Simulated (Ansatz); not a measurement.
**SiCNCl2F (SMILES N#C[Si](F)(Cl)Cl) at CCSD(T)/cc-pVDZ**

What is the energy change on altering one bond length of SiCNCl2F at CCSD(T)/cc-pVDZ? 

Program for the calculation: Ansatz 0.2.0.

136 further runs of the same task are left out: 6 that didn't finish, 130 set aside as unsound or not needed. Runs told in other sessions of the task aren't counted.

**1. Starting point**

SiCNCl2F has 6 atoms, charge 0, and is taken as a singlet. SMILES: `N#C[Si](F)(Cl)Cl`. The coordinates come from a PBE0-D4/def2-TZVP relaxation.

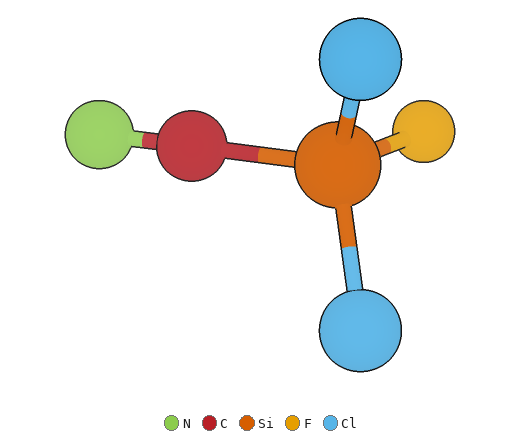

Viewed from a chosen angle; nitrogen green, carbon red, silicon orange, fluorine amber, chlorine blue.

**2. The energy at CCSD(T)/cc-pVDZ**

File in.yaml:

```yaml
crystal:
  periodic: [false, false, false]
  atoms:
    - {symbol: "N", position_ang: [1.752600, -1.361000, 1.114200]}
    - {symbol: C, position_ang: [0.923100, -0.763300, 0.585900]}
    - {symbol: Si, position_ang: [-0.381900, 0.210300, -0.249400]}
    - {symbol: F, position_ang: [-1.471500, -0.801900, -0.758800]}
    - {symbol: Cl, position_ang: [0.422900, 1.177100, -1.812500]}
    - {symbol: Cl, position_ang: [-1.203100, 1.474700, 1.074300]}
basis:
  gaussian: {orbitals: cc-pVDZ}
correlation: {method: ccsd_t, frozen_orbitals: {C: 1, Cl: 5, F: 1, "N": 1, Si: 5}}
accuracy: high
scf: {omitted_lower_state_checks: [cluster_reference, increment]}
```

The run is started by

```console
$ ansatz run in.yaml --threads 1 --pin off --max-ram 3480MiB --events-out events.jsonl --progress --plain --runs-dir runs
```

Standard output (excerpt; [...] marks lines left out):

```text
Warning: RAYON_NUM_THREADS=1 ignored (pool sized by the plan → 1); use --threads N
Functional definition: HF
  name "HF"
[...]
2106 factors; integrals over basis functions are off by at most 3.2e-9 eV
[...]
mean field -38092.27554748 eV, -1399.8653064983 hartree, gradient 2.5e-8 eV, S^2 0.000000; 0 other end points of the search recorded, 0 dependent functions left out
18 core orbitals not correlated: weight in the atoms' cores, before any rotation towards them, 1.000 or more for the frozen orbitals, at most 0.000 for the correlated occupied ones
reference -38092.27554748 eV, -1399.8653064983 hartree; 17, 17 occupied and 61, 61 virtual orbitals, 2106 factors
second order -22.14458258 eV of doubles, -0.00000000 eV of singles
cycle   1  -22.24304955 eV  change   -9.8e-2 eV  update   1.1e-1
[...]
cycle  21  -22.90999352 eV  change   -1.1e-9 eV  update   1.6e-9
perturbative correction -0.67135981 eV, -0.0246720180 hartree
Total energy: -38115.85690081 eV, -1400.7319052491 hartree
Checks for a lower state left out: cluster_reference, increment
```

It took 37 s on 1 thread of Arm Neoverse V1, shared host; peak memory 0.56 GiB.

**3. The distorted shape at the same level**

File job.yaml:

```yaml
crystal:
  periodic: [false, false, false]
  atoms:
    - {symbol: N, position_ang: [1.108776, -2.134420, 2.364648]}
    - {symbol: C, position_ang: [0.279276, -1.536720, 1.836348]}
    - {symbol: Si, position_ang: [-1.025724, -0.563120, 1.001048]}
    - {symbol: F, position_ang: [-2.115324, -1.575320, 0.491648]}
    - {symbol: Cl, position_ang: [0.422900, 1.177100, -1.812500]}
    - {symbol: Cl, position_ang: [-1.846924, 0.701280, 2.324748]}
basis:
  gaussian: {orbitals: cc-pVDZ}
correlation: {method: ccsd_t, frozen_orbitals: {C: 1, Cl: 5, F: 1, "N": 1, Si: 5}}
accuracy: high
scf: {omitted_lower_state_checks: [cluster_reference, increment]}
```

The run is started by

```console
$ ansatz run job.yaml --threads 1 --pin off --max-ram 3480MiB --events-out events.jsonl --progress --plain --runs-dir runs
```

Standard output (excerpt; [...] marks lines left out):

```text
Warning: RAYON_NUM_THREADS=1 ignored (pool sized by the plan → 1); use --threads N
[... 2 set-up lines as earlier in the session ...]
[...]
2045 factors; integrals over basis functions are off by at most 2.9e-9 eV
[...]
mean field -38087.08656691 eV, -1399.6746149795 hartree, gradient 3.4e-8 eV, S^2 0.000000; 0 other end points of the search recorded, 0 dependent functions left out; unrestricted orbitals would lower it
18 core orbitals not correlated: weight in the atoms' cores, before any rotation towards them, 1.000 or more for the frozen orbitals, at most 0.000 for the correlated occupied ones
reference -38087.08656691 eV, -1399.6746149795 hartree; 17, 17 occupied and 61, 61 virtual orbitals, 2045 factors
second order -22.75820478 eV of doubles, -0.00000000 eV of singles
cycle   1  -22.66833206 eV  change   -5.0e-1 eV  update   1.7e-1
[...]
cycle  33  -23.68803500 eV  change   -2.0e-9 eV  update   2.2e-9
perturbative correction -1.05234126 eV, -0.0386728281 hartree
WARN: these amplitudes may be one of several solutions (largest doubles amplitude 0.34, level shift 0.92 eV)
Total energy: -38111.82694317 eV, -1400.5838070374 hartree
Checks for a lower state left out: cluster_reference, increment
```

Wall time 46 s (1 thread of Arm Neoverse V1, shared host); peak memory 0.55 GiB.

**4. Outcome**

Level: CCSD(T)/cc-pVDZ, 18 core orbitals frozen.

| quantity | value |
| --- | --- |
| first shape: total energy | -1400.73191 Eh |
| first shape: correlation energy (18 core orbitals frozen) | -866.6 mEh |
| first shape: (T) correction | -24.67 mEh |
| first shape: T1 diagnostic | 0.011 |
| distorted shape: total energy | -1400.58381 Eh |
| distorted shape: correlation energy (18 core orbitals frozen) | -909.2 mEh |
| distorted shape: (T) correction | -38.67 mEh |
| distorted shape: T1 diagnostic | 0.034 |
| energy change with the Si3–Cl5 bond stretched from 2.006 to 3.611 Å | 4.030 eV |

In words: One bond (distorted shape) is far stretched, which a spin-restricted single reference describes badly; perturbation theory on it can break down and give far too much correlation. With the Si3–Cl5 bond stretched from 2.006 to 3.611 Å the energy rises by 4.03 eV (389 kJ/mol). The first shape isn't relaxed at this level, so the change isn't measured from a minimum. A restricted reference can't describe the breaking bond well at this length. The triples (first shape) make up 2.8 % of the correlation energy. The T1 diagnostic (distorted shape) of 0.034 is above the customary mark for such species, so a single reference may not serve. The restricted solution (distorted shape) is unstable to spin breaking: an unrestricted one lies lower. The triples (distorted shape) make up 4.3 % of the correlation energy.
